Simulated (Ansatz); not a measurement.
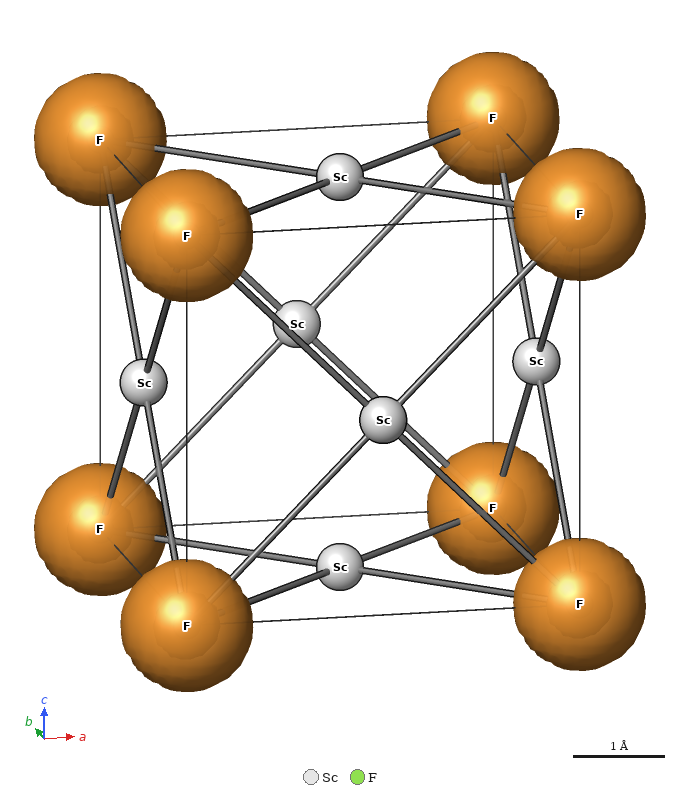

Figure. Sc3F. Isosurface of the electron localisation function at 0.75 (orange), seen slightly off an axis. Only the valence region is drawn (cores and ρ < 0.01 e/Å³ removed). Sticks mark near contacts.

Space group Pm-3m; started from the Cu3Au (L1_2)_221 prototype, which need not be the ambient phase.

Method: DFT r2SCAN, scalar-relativistic, plane waves, PAW (Ansatz 0.2.0).

Core electrons are frozen (PAW), and the valence fields are smoothed inside the atomic spheres.

> Describe the localisation domains.

The surface consists of one region wrapped around F (its valence shell), counted in one cell of 4 atoms. Regions shared between cells count once.

Values along the shortest contacts:
Sc–F (3.15 Å): the ELF is about 0.05 at the midpoint: no localised pair shows between them.
